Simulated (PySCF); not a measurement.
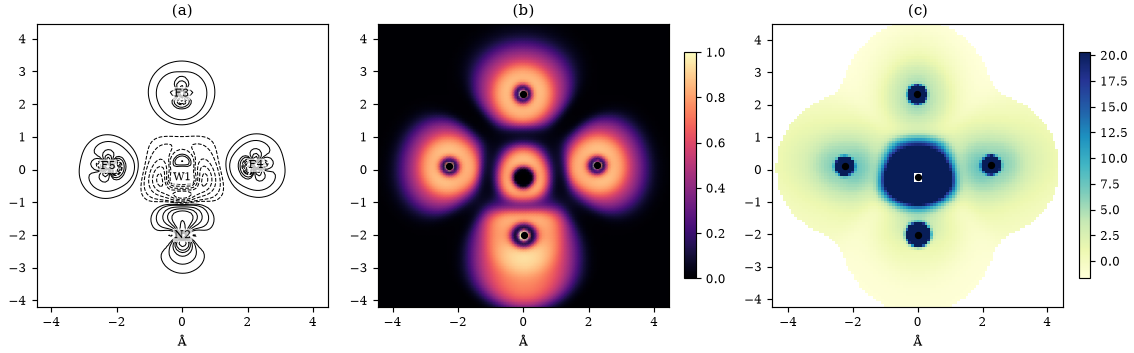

Figure. [WNF5]3- (F₅NW, charge −3, doublet). Three fields in the plane of W1, N2, F3, F4 and F5. (a): solid lines positive, dashed lines negative.

Level of theory: ωB97X/def2-SVPD (PySCF), at a geometry from GFN2-xTB. Core potentials replace the inner electrons of W; spin–orbit coupling isn't included. The highest occupied orbitals have positive energy: in the gas phase this ion holds its electrons only through the finite basis. This is a single-reference result, which may miss multireference character in this system. No frequency check shows the geometry to be a minimum. The stability of the open-shell solution wasn't checked. GFN2-xTB bond lengths at metals and heavier atoms can be off by up to 0.1 Å and shapes distorted, which carries into these values. GFN2-xTB doesn't know the spin state, so this open-shell geometry is rough.

Input script:

```python
import numpy as np
from pyscf import gto, scf, dft
from pyscf.scf import atom_ks, atom_hf
from scipy.linalg import block_diag

def solve(mol, dm0=None, hcore=None):
    mf = (dft.UKS if mol.spin else dft.RKS)(mol, xc='wb97x')
    mf.grids.level = 3
    mf = mf.density_fit(auxbasis='def2-universal-jkfit')
    mf.conv_tol, mf.max_cycle = 1e-8, 80
    if hcore is not None:
        mf.get_hcore = lambda *args: hcore
    mf.kernel(dm0)
    if not mf.converged:
        mf = mf.newton().run(mf.mo_coeff, mf.mo_occ, max_cycle=30)
    assert mf.converged, 'SCF not converged'
    return mf

mol = gto.M(atom='''
W      0.00676     0.00025    -0.18676
N      0.07037     0.00548    -1.95617
F     -0.08667    -0.00521     2.36955
F      0.06791     2.25899     0.17895
F     -0.08047    -2.25991     0.16479
F      2.25277    -0.07452     0.24404
F     -2.26383     0.07428     0.09976
''', basis='def2-svpd', ecp={'W': 'def2-svpd'}, charge=-3, spin=1, verbose=4)
mf = solve(mol)
mf.analyze()
# spherically averaged free atoms, for the promolecule
atom_ks.AtomSphAverageRKS.init_guess_by_vsap = lambda self, mol=None: self.init_guess_by_minao(mol)  # core potentials
atm = atom_ks.get_atm_nrks(mol, xc='wb97x')
pro = block_diag(*[(atm[a[0]][2] * atm[a[0]][3]) @ atm[a[0]][2].T for a in mol._atom])
np.savez('result.npz', e=mf.e_tot, c=mf.mo_coeff, occ=mf.mo_occ, eps=mf.mo_energy, pro=pro, dip=mf.dip_moment(verbose=0), s2=mf.spin_square()[0])
```

Launched as:

```sh
OMP_NUM_THREADS=1 python input.py
```

The run took 62 s on 1 thread of Arm Neoverse V2, with other jobs on the host, peak memory 0.71 GiB.

Partitions, critical points and surface values were worked out afterwards from this run's density.

### The panels show, in some order, the deformation density, electron localisation function (ELF) and average local ionisation energy. Which is which?

(a) is the deformation density: it has both signs, with gains where valence electrons gather and losses around them. (b) is the electron localisation function (ELF): it runs from 0 to 1 and is close to 1 over wide basins that fill the valence regions. (c) is the average local ionisation energy: it is high near the heavier nuclei and lowest where loosely bound electrons reach out.
